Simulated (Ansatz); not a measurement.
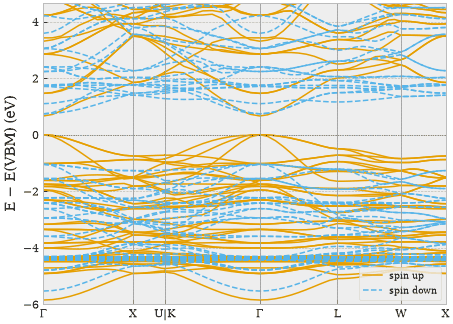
Figure: Band structure from plane-wave PAW PBEsol (Ansatz code)

**Question.** Read off the gap and where the band edges lie.

**Answer.** About 0.7 eV (0.66 eV by a search for the band edges); maximum at Γ, minimum at Γ.

The material is Lu2MnS4 (spinel, Fd-3m).

The workflow started from an entry of the Crystallography Open Database (COD). Its standing as an ambient phase is unchecked. The cell was relaxed with PBEsol under the symmetry of its start; whether a distortion lowers the energy is not shown. Spin order of the final state: ferromagnetic, chosen from 2 collinear starts compared on coarse meshes (ties went to the first, and starts can fall back to one state), not a proven ground state. The program gave a warning on the electronic state, which may not be the lowest. No Hubbard U is applied. Spin–orbit coupling is left out wherever it is not named.

Potentials: the later of the program's two PAW sets.
